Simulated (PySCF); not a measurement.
C7H10S, SMILES C(C)Cc1sccc1 at its GFN2-xTB optimised geometry (Å):

```
18

C     -2.2890    -2.4894     1.5125
C     -1.3375    -1.3021     1.4575
C     -0.7751    -1.0940     0.0455
C      0.1553     0.0677     0.0000
C      1.5144     0.0677     0.0000
C      2.0748     1.3665     0.0000
C      1.1319     2.3392     0.0048
S     -0.4616     1.6901     0.0083
H     -1.7790    -3.4027     1.2136
H     -2.6711    -2.6242     2.5215
H     -3.1327    -2.3336     0.8437
H     -0.5084    -1.4614     2.1507
H     -1.8619    -0.3954     1.7669
H     -0.2379    -1.9922    -0.2678
H     -1.6052    -0.9322    -0.6465
H      2.1033    -0.8326    -0.0053
H      3.1327     1.5603    -0.0035
H      1.2643     3.4027     0.0061
```

Computed with PBE/def2-SVP in PySCF. Cells within 0.4 Å of a nucleus heavier than hydrogen are left out (blank, or x).

Map of the log10 of the electron density (e/bohr³), floored at −4 on the plane z = 0.0 Å:

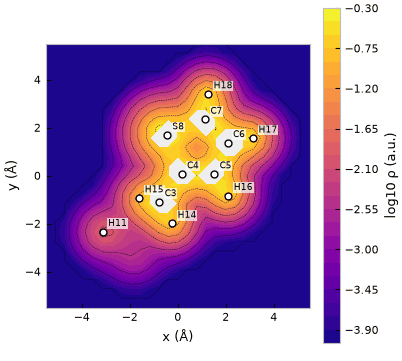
Figure: Log10 of the electron density (e/bohr³), floored at −4 on the plane z = 0.0 Å.
